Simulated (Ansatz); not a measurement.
The figure comes from a scan of PtS$_{2}$ (CdI2 type): one S atom of a 6-atom cell moves by s towards the nearest neighbour, with its periodic images. Calculation: PBEsol-D3(BJ) (plane waves to 420 eV, PAW, scalar-relativistic; Ansatz, a first-principles code). k mesh 6×12×9 (Γ-centred), Fermi-Dirac smearing 0.05 eV. Energies are smeared free energies. With partly filled bands, energies and forces of such displacements shift with the k mesh and the smearing. PtS2 is run without spin polarisation. PtS2 was relaxed with its symmetry unable to fall. Spin-orbit coupling is left out, though Pt is heavy. The zero of ΔE is the undisplaced structure.

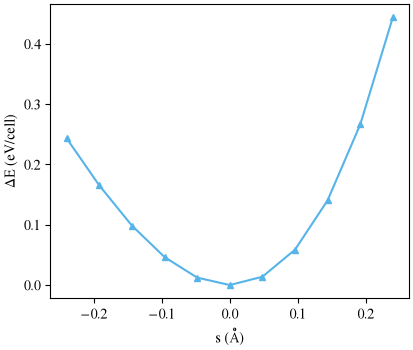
Figure. ΔE (eV/cell) against s (Å); computed points joined by lines.

Problem. Read the plotted values off the figure, to the accuracy that the plot allows.

Solution. To the nearest 0.01:

```
s (Å)   ΔE (eV/cell)
------  ------------
-0.240          0.24
-0.192          0.17
-0.144          0.10
-0.096          0.05
-0.048          0.01
0.000           0.00
0.048           0.01
0.096           0.06
0.144           0.14
0.192           0.27
0.240           0.44
```

(For displaced atoms, the force is minus the slope of the energy, and its curvature is a force constant, which sets phonon frequencies.)
